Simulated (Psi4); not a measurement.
**Excited-state calculation of SiO2 (part 2 of 4)**

Continued. System: SiO2, SMILES O=[Si]=O. Method: TDA (PBE0-1/3)/cc-pV(D+d)Z, RKS (Psi4 1.11). The geometry comes from this level: GFN2-xTB.

Geometry of the input (Å):
```
O  0.6912  1.2173  0.5137
Si -0.0007  0.0004  -0.0002
O  -0.6905  -1.2177  -0.5136
```

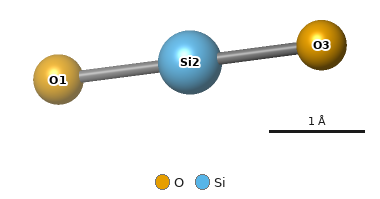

The input geometry (ball-and-stick view, seen at a tilt; atoms are numbered from 1 in the order of the input).

**Output, continued**
```
  "TD-DFT ROOT 0 -> ROOT 2 EXCITATION ENERGY - A TRANSITION"             =>       0.170044016455
  "TD-DFT ROOT 0 -> ROOT 2 OSCILLATOR STRENGTH (LEN)"                    =>       0.000000041661
  "TD-DFT ROOT 0 -> ROOT 2 OSCILLATOR STRENGTH (LEN) - A TRANSITION"     =>       0.000000041661
  "TD-DFT ROOT 0 -> ROOT 2 OSCILLATOR STRENGTH (VEL)"                    =>       0.000000288127
  "TD-DFT ROOT 0 -> ROOT 2 OSCILLATOR STRENGTH (VEL) - A TRANSITION"     =>       0.000000288127
  "TD-DFT ROOT 0 -> ROOT 2 ROTATORY STRENGTH (LEN)"                      =>       0.000000000046
  "TD-DFT ROOT 0 -> ROOT 2 ROTATORY STRENGTH (LEN) - A TRANSITION"       =>       0.000000000046
  "TD-DFT ROOT 0 -> ROOT 2 ROTATORY STRENGTH (VEL)"                      =>       0.000000000030
  "TD-DFT ROOT 0 -> ROOT 2 ROTATORY STRENGTH (VEL) - A TRANSITION"       =>       0.000000000030
  "TD-DFT ROOT 0 -> ROOT 3 EXCITATION ENERGY"                            =>       0.227275477518
  "TD-DFT ROOT 0 -> ROOT 3 EXCITATION ENERGY - A TRANSITION"             =>       0.227275477518
  "TD-DFT ROOT 0 -> ROOT 3 OSCILLATOR STRENGTH (LEN)"                    =>       0.101659030731
  "TD-DFT ROOT 0 -> ROOT 3 OSCILLATOR STRENGTH (LEN) - A TRANSITION"     =>       0.101659030731
  "TD-DFT ROOT 0 -> ROOT 3 OSCILLATOR STRENGTH (VEL)"                    =>       0.019186090041
  "TD-DFT ROOT 0 -> ROOT 3 OSCILLATOR STRENGTH (VEL) - A TRANSITION"     =>       0.019186090041
  "TD-DFT ROOT 0 -> ROOT 3 ROTATORY STRENGTH (LEN)"                      =>       0.000000000002
  "TD-DFT ROOT 0 -> ROOT 3 ROTATORY STRENGTH (LEN) - A TRANSITION"       =>       0.000000000002
  "TD-DFT ROOT 0 -> ROOT 3 ROTATORY STRENGTH (VEL)"                      =>       0.000000000001
  "TD-DFT ROOT 0 -> ROOT 3 ROTATORY STRENGTH (VEL) - A TRANSITION"       =>       0.000000000001
  "TD-DFT ROOT 0 -> ROOT 4 EXCITATION ENERGY"                            =>       0.227279764372
  "TD-DFT ROOT 0 -> ROOT 4 EXCITATION ENERGY - A TRANSITION"             =>       0.227279764372
  "TD-DFT ROOT 0 -> ROOT 4 OSCILLATOR STRENGTH (LEN)"                    =>       0.101674579673
  "TD-DFT ROOT 0 -> ROOT 4 OSCILLATOR STRENGTH (LEN) - A TRANSITION"     =>       0.101674579673
  "TD-DFT ROOT 0 -> ROOT 4 OSCILLATOR STRENGTH (VEL)"                    =>       0.019176616720
  "TD-DFT ROOT 0 -> ROOT 4 OSCILLATOR STRENGTH (VEL) - A TRANSITION"     =>       0.019176616720
  "TD-DFT ROOT 0 -> ROOT 4 ROTATORY STRENGTH (LEN)"                      =>      -0.000000000002
  "TD-DFT ROOT 0 -> ROOT 4 ROTATORY STRENGTH (LEN) - A TRANSITION"       =>      -0.000000000002
  "TD-DFT ROOT 0 -> ROOT 4 ROTATORY STRENGTH (VEL)"                      =>      -0.000000000001
  "TD-DFT ROOT 0 -> ROOT 4 ROTATORY STRENGTH (VEL) - A TRANSITION"       =>      -0.000000000001
  "TD-DFT ROOT 1 (A) TOTAL ENERGY"                                       =>    -439.494858000380
  "TD-DFT ROOT 1 (IN A) TOTAL ENERGY"                                    =>    -439.494858000380
  "TD-DFT ROOT 1 TOTAL ENERGY"                                           =>    -439.494858000380
  "TD-DFT ROOT 1 TOTAL ENERGY - A TRANSITION"                            =>    -439.494858000380
  "TD-DFT ROOT 2 (A) TOTAL ENERGY"                                       =>    -439.494855769523
  "TD-DFT ROOT 2 (IN A) TOTAL ENERGY"                                    =>    -439.494855769523
  "TD-DFT ROOT 2 TOTAL ENERGY"                                           =>    -439.494855769523
  "TD-DFT ROOT 2 TOTAL ENERGY - A TRANSITION"                            =>    -439.494855769523
  "TD-DFT ROOT 3 (A) TOTAL ENERGY"                                       =>    -439.437624308459
  "TD-DFT ROOT 3 (IN A) TOTAL ENERGY"                                    =>    -439.437624308459
  "TD-DFT ROOT 3 TOTAL ENERGY"                                           =>    -439.437624308459
  "TD-DFT ROOT 3 TOTAL ENERGY - A TRANSITION"                            =>    -439.437624308459
  "TD-DFT ROOT 4 (A) TOTAL ENERGY"                                       =>    -439.437620021605
  "TD-DFT ROOT 4 (IN A) TOTAL ENERGY"                                    =>    -439.437620021605
  "TD-DFT ROOT 4 TOTAL ENERGY"                                           =>    -439.437620021605
  "TD-DFT ROOT 4 TOTAL ENERGY - A TRANSITION"                            =>    -439.437620021605
  "TD-PBE0-13 ROOT 0 (A) -> ROOT 1 (A) EXCITATION ENERGY"                =>       0.170041785597
  "TD-PBE0-13 ROOT 0 (A) -> ROOT 1 (A) OSCILLATOR STRENGTH (LEN)"        =>       0.000000004175
  "TD-PBE0-13 ROOT 0 (A) -> ROOT 1 (A) OSCILLATOR STRENGTH (VEL)"        =>       0.000000001425
  "TD-PBE0-13 ROOT 0 (A) -> ROOT 1 (A) ROTATORY STRENGTH (LEN)"          =>      -0.000000000046
  "TD-PBE0-13 ROOT 0 (A) -> ROOT 1 (A) ROTATORY STRENGTH (VEL)"          =>      -0.000000000030
  "TD-PBE0-13 ROOT 0 (A) -> ROOT 2 (A) EXCITATION ENERGY"                =>       0.170044016455
  "TD-PBE0-13 ROOT 0 (A) -> ROOT 2 (A) OSCILLATOR STRENGTH (LEN)"        =>       0.000000041661
  "TD-PBE0-13 ROOT 0 (A) -> ROOT 2 (A) OSCILLATOR STRENGTH (VEL)"        =>       0.000000288127
  "TD-PBE0-13 ROOT 0 (A) -> ROOT 2 (A) ROTATORY STRENGTH (LEN)"          =>       0.000000000046
  "TD-PBE0-13 ROOT 0 (A) -> ROOT 2 (A) ROTATORY STRENGTH (VEL)"          =>       0.000000000030
  "TD-PBE0-13 ROOT 0 (A) -> ROOT 3 (A) EXCITATION ENERGY"                =>       0.227275477518
  "TD-PBE0-13 ROOT 0 (A) -> ROOT 3 (A) OSCILLATOR STRENGTH (LEN)"        =>       0.101659030731
  "TD-PBE0-13 ROOT 0 (A) -> ROOT 3 (A) OSCILLATOR STRENGTH (VEL)"        =>       0.019186090041
  "TD-PBE0-13 ROOT 0 (A) -> ROOT 3 (A) ROTATORY STRENGTH (LEN)"          =>       0.000000000002
  "TD-PBE0-13 ROOT 0 (A) -> ROOT 3 (A) ROTATORY STRENGTH (VEL)"          =>       0.000000000001
  "TD-PBE0-13 ROOT 0 (A) -> ROOT 4 (A) EXCITATION ENERGY"                =>       0.227279764372
  "TD-PBE0-13 ROOT 0 (A) -> ROOT 4 (A) OSCILLATOR STRENGTH (LEN)"        =>       0.101674579673
  "TD-PBE0-13 ROOT 0 (A) -> ROOT 4 (A) OSCILLATOR STRENGTH (VEL)"        =>       0.019176616720
  "TD-PBE0-13 ROOT 0 (A) -> ROOT 4 (A) ROTATORY STRENGTH (LEN)"          =>      -0.000000000002
  "TD-PBE0-13 ROOT 0 (A) -> ROOT 4 (A) ROTATORY STRENGTH (VEL)"          =>      -0.000000000001
  "TD-PBE0-13 ROOT 0 (IN A) -> ROOT 1 (IN A) EXCITATION ENERGY"          =>       0.170041785597
  "TD-PBE0-13 ROOT 0 (IN A) -> ROOT 1 (IN A) OSCILLATOR STRENGTH (LEN)"  =>       0.000000004175
  "TD-PBE0-13 ROOT 0 (IN A) -> ROOT 1 (IN A) OSCILLATOR STRENGTH (VEL)"  =>       0.000000001425
  "TD-PBE0-13 ROOT 0 (IN A) -> ROOT 1 (IN A) ROTATORY STRENGTH (LEN)"    =>      -0.000000000046
  "TD-PBE0-13 ROOT 0 (IN A) -> ROOT 1 (IN A) ROTATORY STRENGTH (VEL)"    =>      -0.000000000030
  "TD-PBE0-13 ROOT 0 (IN A) -> ROOT 2 (IN A) EXCITATION ENERGY"          =>       0.170044016455
  "TD-PBE0-13 ROOT 0 (IN A) -> ROOT 2 (IN A) OSCILLATOR STRENGTH (LEN)"  =>       0.000000041661
  "TD-PBE0-13 ROOT 0 (IN A) -> ROOT 2 (IN A) OSCILLATOR STRENGTH (VEL)"  =>       0.000000288127
  "TD-PBE0-13 ROOT 0 (IN A) -> ROOT 2 (IN A) ROTATORY STRENGTH (LEN)"    =>       0.000000000046
  "TD-PBE0-13 ROOT 0 (IN A) -> ROOT 2 (IN A) ROTATORY STRENGTH (VEL)"    =>       0.000000000030
  "TD-PBE0-13 ROOT 0 (IN A) -> ROOT 3 (IN A) EXCITATION ENERGY"          =>       0.227275477518
  "TD-PBE0-13 ROOT 0 (IN A) -> ROOT 3 (IN A) OSCILLATOR STRENGTH (LEN)"  =>       0.101659030731
  "TD-PBE0-13 ROOT 0 (IN A) -> ROOT 3 (IN A) OSCILLATOR STRENGTH (VEL)"  =>       0.019186090041
  "TD-PBE0-13 ROOT 0 (IN A) -> ROOT 3 (IN A) ROTATORY STRENGTH (LEN)"    =>       0.000000000002
  "TD-PBE0-13 ROOT 0 (IN A) -> ROOT 3 (IN A) ROTATORY STRENGTH (VEL)"    =>       0.000000000001
  "TD-PBE0-13 ROOT 0 (IN A) -> ROOT 4 (IN A) EXCITATION ENERGY"          =>       0.227279764372
  "TD-PBE0-13 ROOT 0 (IN A) -> ROOT 4 (IN A) OSCILLATOR STRENGTH (LEN)"  =>       0.101674579673
  "TD-PBE0-13 ROOT 0 (IN A) -> ROOT 4 (IN A) OSCILLATOR STRENGTH (VEL)"  =>       0.019176616720
  "TD-PBE0-13 ROOT 0 (IN A) -> ROOT 4 (IN A) ROTATORY STRENGTH (LEN)"    =>      -0.000000000002
  "TD-PBE0-13 ROOT 0 (IN A) -> ROOT 4 (IN A) ROTATORY STRENGTH (VEL)"    =>      -0.000000000001
  "TD-PBE0-13 ROOT 0 -> ROOT 1 EXCITATION ENERGY"                        =>       0.170041785597
  "TD-PBE0-13 ROOT 0 -> ROOT 1 EXCITATION ENERGY - A TRANSITION"         =>       0.170041785597
  "TD-PBE0-13 ROOT 0 -> ROOT 1 OSCILLATOR STRENGTH (LEN)"                =>       0.000000004175
  "TD-PBE0-13 ROOT 0 -> ROOT 1 OSCILLATOR STRENGTH (LEN) - A TRANSITION" =>       0.000000004175
  "TD-PBE0-13 ROOT 0 -> ROOT 1 OSCILLATOR STRENGTH (VEL)"                =>       0.000000001425
  "TD-PBE0-13 ROOT 0 -> ROOT 1 OSCILLATOR STRENGTH (VEL) - A TRANSITION" =>       0.000000001425
  "TD-PBE0-13 ROOT 0 -> ROOT 1 ROTATORY STRENGTH (LEN)"                  =>      -0.000000000046
  "TD-PBE0-13 ROOT 0 -> ROOT 1 ROTATORY STRENGTH (LEN) - A TRANSITION"   =>      -0.000000000046
  "TD-PBE0-13 ROOT 0 -> ROOT 1 ROTATORY STRENGTH (VEL)"                  =>      -0.000000000030
  "TD-PBE0-13 ROOT 0 -> ROOT 1 ROTATORY STRENGTH (VEL) - A TRANSITION"   =>      -0.000000000030
  "TD-PBE0-13 ROOT 0 -> ROOT 2 EXCITATION ENERGY"                        =>       0.170044016455
  "TD-PBE0-13 ROOT 0 -> ROOT 2 EXCITATION ENERGY - A TRANSITION"         =>       0.170044016455
  "TD-PBE0-13 ROOT 0 -> ROOT 2 OSCILLATOR STRENGTH (LEN)"                =>       0.000000041661
  "TD-PBE0-13 ROOT 0 -> ROOT 2 OSCILLATOR STRENGTH (LEN) - A TRANSITION" =>       0.000000041661
  "TD-PBE0-13 ROOT 0 -> ROOT 2 OSCILLATOR STRENGTH (VEL)"                =>       0.000000288127
  "TD-PBE0-13 ROOT 0 -> ROOT 2 OSCILLATOR STRENGTH (VEL) - A TRANSITION" =>       0.000000288127
  "TD-PBE0-13 ROOT 0 -> ROOT 2 ROTATORY STRENGTH (LEN)"                  =>       0.000000000046
  "TD-PBE0-13 ROOT 0 -> ROOT 2 ROTATORY STRENGTH (LEN) - A TRANSITION"   =>       0.000000000046
  "TD-PBE0-13 ROOT 0 -> ROOT 2 ROTATORY STRENGTH (VEL)"                  =>       0.000000000030
  "TD-PBE0-13 ROOT 0 -> ROOT 2 ROTATORY STRENGTH (VEL) - A TRANSITION"   =>       0.000000000030
  "TD-PBE0-13 ROOT 0 -> ROOT 3 EXCITATION ENERGY"                        =>       0.227275477518
  "TD-PBE0-13 ROOT 0 -> ROOT 3 EXCITATION ENERGY - A TRANSITION"         =>       0.227275477518
  "TD-PBE0-13 ROOT 0 -> ROOT 3 OSCILLATOR STRENGTH (LEN)"                =>       0.101659030731
  "TD-PBE0-13 ROOT 0 -> ROOT 3 OSCILLATOR STRENGTH (LEN) - A TRANSITION" =>       0.101659030731
  "TD-PBE0-13 ROOT 0 -> ROOT 3 OSCILLATOR STRENGTH (VEL)"                =>       0.019186090041
  "TD-PBE0-13 ROOT 0 -> ROOT 3 OSCILLATOR STRENGTH (VEL) - A TRANSITION" =>       0.019186090041
  "TD-PBE0-13 ROOT 0 -> ROOT 3 ROTATORY STRENGTH (LEN)"                  =>       0.000000000002
  "TD-PBE0-13 ROOT 0 -> ROOT 3 ROTATORY STRENGTH (LEN) - A TRANSITION"   =>       0.000000000002
  "TD-PBE0-13 ROOT 0 -> ROOT 3 ROTATORY STRENGTH (VEL)"                  =>       0.000000000001
  "TD-PBE0-13 ROOT 0 -> ROOT 3 ROTATORY STRENGTH (VEL) - A TRANSITION"   =>       0.000000000001
  "TD-PBE0-13 ROOT 0 -> ROOT 4 EXCITATION ENERGY"                        =>       0.227279764372
  "TD-PBE0-13 ROOT 0 -> ROOT 4 EXCITATION ENERGY - A TRANSITION"         =>       0.227279764372
  "TD-PBE0-13 ROOT 0 -> ROOT 4 OSCILLATOR STRENGTH (LEN)"                =>       0.101674579673
  "TD-PBE0-13 ROOT 0 -> ROOT 4 OSCILLATOR STRENGTH (LEN) - A TRANSITION" =>       0.101674579673
  "TD-PBE0-13 ROOT 0 -> ROOT 4 OSCILLATOR STRENGTH (VEL)"                =>       0.019176616720
  "TD-PBE0-13 ROOT 0 -> ROOT 4 OSCILLATOR STRENGTH (VEL) - A TRANSITION" =>       0.019176616720
  "TD-PBE0-13 ROOT 0 -> ROOT 4 ROTATORY STRENGTH (LEN)"                  =>      -0.000000000002
  "TD-PBE0-13 ROOT 0 -> ROOT 4 ROTATORY STRENGTH (LEN) - A TRANSITION"   =>      -0.000000000002
  "TD-PBE0-13 ROOT 0 -> ROOT 4 ROTATORY STRENGTH (VEL)"                  =>      -0.000000000001
  "TD-PBE0-13 ROOT 0 -> ROOT 4 ROTATORY STRENGTH (VEL) - A TRANSITION"   =>      -0.000000000001
  "TD-PBE0-13 ROOT 1 (A) TOTAL ENERGY"                                   =>    -439.494858000380
  "TD-PBE0-13 ROOT 1 (IN A) TOTAL ENERGY"                                =>    -439.494858000380
  "TD-PBE0-13 ROOT 1 TOTAL ENERGY"                                       =>    -439.494858000380
  "TD-PBE0-13 ROOT 1 TOTAL ENERGY - A TRANSITION"                        =>    -439.494858000380
  "TD-PBE0-13 ROOT 2 (A) TOTAL ENERGY"                                   =>    -439.494855769523
  "TD-PBE0-13 ROOT 2 (IN A) TOTAL ENERGY"                                =>    -439.494855769523
  "TD-PBE0-13 ROOT 2 TOTAL ENERGY"                                       =>    -439.494855769523
  "TD-PBE0-13 ROOT 2 TOTAL ENERGY - A TRANSITION"                        =>    -439.494855769523
  "TD-PBE0-13 ROOT 3 (A) TOTAL ENERGY"                                   =>    -439.437624308459
  "TD-PBE0-13 ROOT 3 (IN A) TOTAL ENERGY"                                =>    -439.437624308459
  "TD-PBE0-13 ROOT 3 TOTAL ENERGY"                                       =>    -439.437624308459
  "TD-PBE0-13 ROOT 3 TOTAL ENERGY - A TRANSITION"                        =>    -439.437624308459
  "TD-PBE0-13 ROOT 4 (A) TOTAL ENERGY"                                   =>    -439.437620021605
  "TD-PBE0-13 ROOT 4 (IN A) TOTAL ENERGY"                                =>    -439.437620021605
  "TD-PBE0-13 ROOT 4 TOTAL ENERGY"                                       =>    -439.437620021605
  "TD-PBE0-13 ROOT 4 TOTAL ENERGY - A TRANSITION"                        =>    -439.437620021605
  "TWO-ELECTRON ENERGY"                                                  =>     283.936032310424
  "XC GRID RADIAL POINTS"                                                =>      75.000000000000
  "XC GRID SPHERICAL POINTS"                                             =>     302.000000000000
  "XC GRID TOTAL POINTS"                                                 =>   64536.000000000000

  Array Variable Map:
  ----------------------------------------------------------------------------
  "CURRENT DIPOLE"                                                       =>      -0.002317891920 ... -0.000000000001 1 by 3
  "SCF DIPOLE"                                                           =>      -0.002317891920 ... -0.000000000001 1 by 3
  "SCF TOTAL ENERGIES"                                                   =>    -438.991836897291 ... -439.664899785977 1 by 9
  "TD-DFT ROOT 0 (A) -> ROOT 1 (A) ELECTRIC TRANSITION DIPOLE MOMENT (LEN)" =>       0.000000001143 ... -0.000191902667 1 by 3
  "TD-DFT ROOT 0 (A) -> ROOT 1 (A) ELECTRIC TRANSITION DIPOLE MOMENT (VEL)" =>       0.000000000263 ... 0.000019065838 1 by 3
  "TD-DFT ROOT 0 (A) -> ROOT 1 (A) LEFT EIGENVECTOR ALPHA"               =>       0.000000000000 ... 0.000641811015 15 by 36
  "TD-DFT ROOT 0 (A) -> ROOT 1 (A) LEFT EIGENVECTOR BETA"                =>       0.000000000000 ... 0.000641811015 15 by 36
  "TD-DFT ROOT 0 (A) -> ROOT 1 (A) MAGNETIC TRANSITION DIPOLE MOMENT (VEL)" =>      -0.181124117811 ... -0.000000462729 1 by 3
  "TD-DFT ROOT 0 (A) -> ROOT 1 (A) RIGHT EIGENVECTOR ALPHA"              =>       0.000000000000 ... 0.000641811015 15 by 36
  "TD-DFT ROOT 0 (A) -> ROOT 1 (A) RIGHT EIGENVECTOR BETA"               =>       0.000000000000 ... 0.000641811015 15 by 36
  "TD-DFT ROOT 0 (A) -> ROOT 2 (A) ELECTRIC TRANSITION DIPOLE MOMENT (LEN)" =>       0.000536165769 ... 0.000000000409 1 by 3
  "TD-DFT ROOT 0 (A) -> ROOT 2 (A) ELECTRIC TRANSITION DIPOLE MOMENT (VEL)" =>       0.000123340106 ... -0.000000000041 1 by 3
  "TD-DFT ROOT 0 (A) -> ROOT 2 (A) LEFT EIGENVECTOR ALPHA"               =>       0.000000003424 ... -0.000000000836 15 by 36
  "TD-DFT ROOT 0 (A) -> ROOT 2 (A) LEFT EIGENVECTOR BETA"                =>       0.000000003424 ... -0.000000000836 15 by 36
  "TD-DFT ROOT 0 (A) -> ROOT 2 (A) MAGNETIC TRANSITION DIPOLE MOMENT (VEL)" =>       0.000000386012 ... -0.217175410600 1 by 3
  "TD-DFT ROOT 0 (A) -> ROOT 2 (A) RIGHT EIGENVECTOR ALPHA"              =>       0.000000003424 ... -0.000000000836 15 by 36
  "TD-DFT ROOT 0 (A) -> ROOT 2 (A) RIGHT EIGENVECTOR BETA"               =>       0.000000003424 ... -0.000000000836 15 by 36
  "TD-DFT ROOT 0 (A) -> ROOT 3 (A) ELECTRIC TRANSITION DIPOLE MOMENT (LEN)" =>      -0.683206675763 ... -0.000000062567 1 by 3
  "TD-DFT ROOT 0 (A) -> ROOT 3 (A) ELECTRIC TRANSITION DIPOLE MOMENT (VEL)" =>       0.067455730132 ... 0.000000006191 1 by 3
  "TD-DFT ROOT 0 (A) -> ROOT 3 (A) LEFT EIGENVECTOR ALPHA"               =>      -0.000000015604 ... 0.000000000000 15 by 36
  "TD-DFT ROOT 0 (A) -> ROOT 3 (A) LEFT EIGENVECTOR BETA"                =>      -0.000000015604 ... 0.000000000000 15 by 36
  "TD-DFT ROOT 0 (A) -> ROOT 3 (A) MAGNETIC TRANSITION DIPOLE MOMENT (VEL)" =>      -0.000000000005 ... -0.000120948580 1 by 3
  "TD-DFT ROOT 0 (A) -> ROOT 3 (A) RIGHT EIGENVECTOR ALPHA"              =>      -0.000000015604 ... 0.000000000000 15 by 36
  "TD-DFT ROOT 0 (A) -> ROOT 3 (A) RIGHT EIGENVECTOR BETA"               =>      -0.000000015604 ... 0.000000000000 15 by 36
  "TD-DFT ROOT 0 (A) -> ROOT 4 (A) ELECTRIC TRANSITION DIPOLE MOMENT (LEN)" =>       0.000000052437 ... -0.819165092356 1 by 3
  "TD-DFT ROOT 0 (A) -> ROOT 4 (A) ELECTRIC TRANSITION DIPOLE MOMENT (VEL)" =>      -0.000000005102 ... 0.080855954600 1 by 3
  "TD-DFT ROOT 0 (A) -> ROOT 4 (A) LEFT EIGENVECTOR ALPHA"               =>       0.000000000000 ... -0.000000241101 15 by 36
  "TD-DFT ROOT 0 (A) -> ROOT 4 (A) LEFT EIGENVECTOR BETA"                =>       0.000000000000 ... -0.000000241101 15 by 36
  "TD-DFT ROOT 0 (A) -> ROOT 4 (A) MAGNETIC TRANSITION DIPOLE MOMENT (VEL)" =>      -0.000067711852 ... 0.000000000008 1 by 3
  "TD-DFT ROOT 0 (A) -> ROOT 4 (A) RIGHT EIGENVECTOR ALPHA"              =>       0.000000000000 ... -0.000000241101 15 by 36
  "TD-DFT ROOT 0 (A) -> ROOT 4 (A) RIGHT EIGENVECTOR BETA"               =>       0.000000000000 ... -0.000000241101 15 by 36
  "TD-DFT ROOT 0 (IN A) -> ROOT 1 (IN A) ELECTRIC TRANSITION DIPOLE MOMENT (LEN)" =>       0.000000001143 ... -0.000191902667 1 by 3
  "TD-DFT ROOT 0 (IN A) -> ROOT 1 (IN A) ELECTRIC TRANSITION DIPOLE MOMENT (VEL)" =>       0.000000000263 ... 0.000019065838 1 by 3
  "TD-DFT ROOT 0 (IN A) -> ROOT 1 (IN A) LEFT EIGENVECTOR ALPHA"         =>       0.000000000000 ... 0.000641811015 15 by 36
  "TD-DFT ROOT 0 (IN A) -> ROOT 1 (IN A) LEFT EIGENVECTOR BETA"          =>       0.000000000000 ... 0.000641811015 15 by 36
  "TD-DFT ROOT 0 (IN A) -> ROOT 1 (IN A) MAGNETIC TRANSITION DIPOLE MOMENT (VEL)" =>      -0.181124117811 ... -0.000000462729 1 by 3
  "TD-DFT ROOT 0 (IN A) -> ROOT 1 (IN A) RIGHT EIGENVECTOR ALPHA"        =>       0.000000000000 ... 0.000641811015 15 by 36
  "TD-DFT ROOT 0 (IN A) -> ROOT 1 (IN A) RIGHT EIGENVECTOR BETA"         =>       0.000000000000 ... 0.000641811015 15 by 36
  "TD-DFT ROOT 0 (IN A) -> ROOT 2 (IN A) ELECTRIC TRANSITION DIPOLE MOMENT (LEN)" =>       0.000536165769 ... 0.000000000409 1 by 3
  "TD-DFT ROOT 0 (IN A) -> ROOT 2 (IN A) ELECTRIC TRANSITION DIPOLE MOMENT (VEL)" =>       0.000123340106 ... -0.000000000041 1 by 3
  "TD-DFT ROOT 0 (IN A) -> ROOT 2 (IN A) LEFT EIGENVECTOR ALPHA"         =>       0.000000003424 ... -0.000000000836 15 by 36
  "TD-DFT ROOT 0 (IN A) -> ROOT 2 (IN A) LEFT EIGENVECTOR BETA"          =>       0.000000003424 ... -0.000000000836 15 by 36
  "TD-DFT ROOT 0 (IN A) -> ROOT 2 (IN A) MAGNETIC TRANSITION DIPOLE MOMENT (VEL)" =>       0.000000386012 ... -0.217175410600 1 by 3
  "TD-DFT ROOT 0 (IN A) -> ROOT 2 (IN A) RIGHT EIGENVECTOR ALPHA"        =>       0.000000003424 ... -0.000000000836 15 by 36
  "TD-DFT ROOT 0 (IN A) -> ROOT 2 (IN A) RIGHT EIGENVECTOR BETA"         =>       0.000000003424 ... -0.000000000836 15 by 36
  "TD-DFT ROOT 0 (IN A) -> ROOT 3 (IN A) ELECTRIC TRANSITION DIPOLE MOMENT (LEN)" =>      -0.683206675763 ... -0.000000062567 1 by 3
  "TD-DFT ROOT 0 (IN A) -> ROOT 3 (IN A) ELECTRIC TRANSITION DIPOLE MOMENT (VEL)" =>       0.067455730132 ... 0.000000006191 1 by 3
  "TD-DFT ROOT 0 (IN A) -> ROOT 3 (IN A) LEFT EIGENVECTOR ALPHA"         =>      -0.000000015604 ... 0.000000000000 15 by 36
  "TD-DFT ROOT 0 (IN A) -> ROOT 3 (IN A) LEFT EIGENVECTOR BETA"          =>      -0.000000015604 ... 0.000000000000 15 by 36
  "TD-DFT ROOT 0 (IN A) -> ROOT 3 (IN A) MAGNETIC TRANSITION DIPOLE MOMENT (VEL)" =>      -0.000000000005 ... -0.000120948580 1 by 3
  "TD-DFT ROOT 0 (IN A) -> ROOT 3 (IN A) RIGHT EIGENVECTOR ALPHA"        =>      -0.000000015604 ... 0.000000000000 15 by 36
  "TD-DFT ROOT 0 (IN A) -> ROOT 3 (IN A) RIGHT EIGENVECTOR BETA"         =>      -0.000000015604 ... 0.000000000000 15 by 36
```
